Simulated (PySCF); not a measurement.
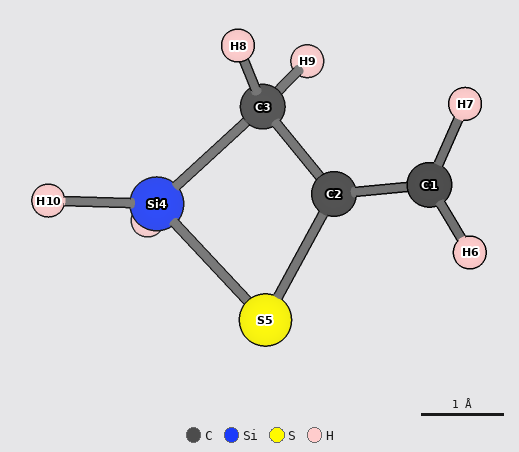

Starting structure of C$_{3}$H$_{6}$SSi. Style: ball-and-stick. Shown at a tilt.

The start comes from GFN2-xTB. Its atoms were then displaced at random by about 0.01 Å.

Theory: PySCF, PBE0-D3(BJ)/def2-SVP geometry optimisation, gas phase.

```xyz
11

C     1.9787   -0.6001    0.1200
C     0.6445   -0.4120    0.0922
C    -0.1642    0.8297   -0.2352
Si   -1.8128    0.0191    0.0275
S    -0.5582   -1.6761    0.4486
H     2.3996   -1.5161    0.3621
H     2.6340    0.2373   -0.1177
H     0.1147    1.6546    0.4489
H     0.0613    1.1918   -1.2180
H    -2.6015    0.4395    1.2122
H    -2.6580   -0.1935   -1.1564
```

### Predict the outcome.

The energy falls by 3.25 kcal/mol in 5 geometry steps. H11 moves most after the best rigid fit: 0.15 Å. By element the largest moves are H 0.15 Å, S 0.13 Å, C 0.05 Å, Si 0.03 Å. Some distances before and after: C1–H6 1.037 → 1.092 Å, C3–Si4 1.856 → 1.892 Å, C3–H9 1.071 → 1.102 Å, Si4–H11 1.470 → 1.492 Å. Among the angles between lasting bonds that change: Si4–C3–H9 117.7° → 113.5°, H10–Si4–H11 112.2° → 108.8°, H8–C3–H9 105.2° → 108.1°.

Final geometry:

```xyz
11

C     1.9779   -0.5754    0.1626
C     0.6555   -0.4325    0.0652
C    -0.1345    0.8242   -0.2619
Si   -1.8057   -0.0075    0.0457
S    -0.5489   -1.7418    0.3315
H     2.4382   -1.5322    0.4186
H     2.6333    0.2810   -0.0166
H     0.1193    1.6721    0.3928
H     0.0131    1.1417   -1.3068
H    -2.5568    0.4364    1.2567
H    -2.7532   -0.0919   -1.1036
```

The end point in the same view:

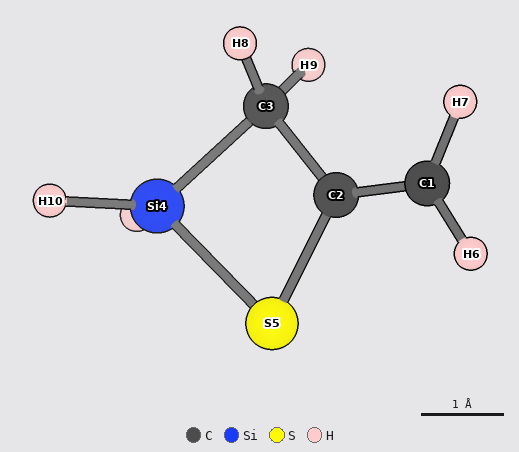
